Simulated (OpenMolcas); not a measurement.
# CuF: geometry relaxation (part 4 of 4)

CuF, SMILES [F][Cu]; B3LYP/6-31G*, RKS (OpenMolcas 26.06). The geometry comes from this level: PBE0-D4/def2-TZVP.

Geometry of the input (Å):
```
F  0.7510  -0.2689  0.3771
Cu -0.7510  0.2689  -0.3771
```

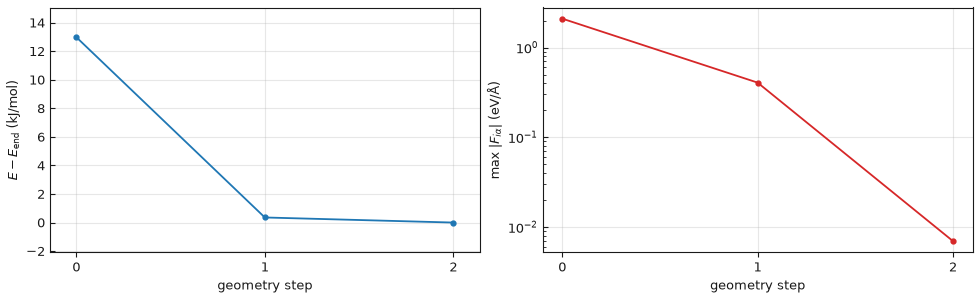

Fig. 1: Progress of the relaxation, step by step (steps are counted from 0).

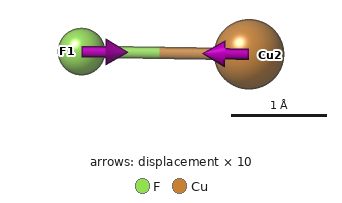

Fig. 2: The starting structure with the displacements as pink arrows, magnified 10 times (ball-and-stick view, seen at a tilt). The two geometries are laid on each other by the best rigid fit. The energy falls by 13.0 kJ/mol in 2 geometry steps. The largest force component goes from 2.1 to 0.007 eV/Å. The largest moves after the best rigid fit, 0.050 Å, are those of F1 and Cu2. Largest moves by element: F 0.050 Å, Cu 0.050 Å. Distances before and after: F1–Cu2 1.765 → 1.665 Å. (Atoms are counted from 1 in the order of the input.)

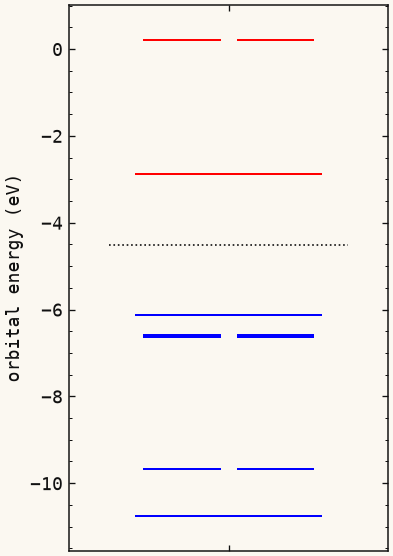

Fig. 3: Orbital energies near the frontier; the dotted line parts filled from empty levels, and levels within 0.02 eV of each other stand side by side. Highest filled −6.14 eV, lowest empty −2.88 eV, 3.26 eV apart.

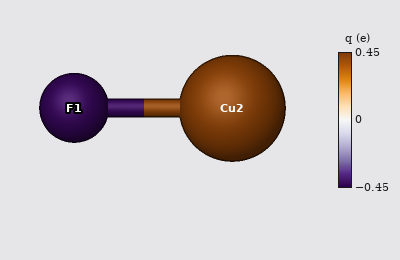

Fig. 4: Mulliken charges, as the colour of each atom (ball-and-stick view, seen on its broad side; atoms are numbered from 1 in the order of the input; Mulliken charges depend strongly on the basis). By element: F −0.43 and Cu +0.43 e.

Summary

| quantity | value |
| --- | --- |
| outcome | converged |
| total energy | −1740.066066 hartree |
| basis functions | 51 |
| HOMO | −6.14 eV |
| LUMO | −2.88 eV |
| dipole moment | 3.77 debye |
| zero-point energy | 0.001778 hartree |
| wavenumbers, lowest and highest | 781 cm⁻¹ |
| wall time | 18 s |
| peak memory | 0.39 GiB |

Further notes kept with the run: the program's entropy of a linear molecule is wrong.
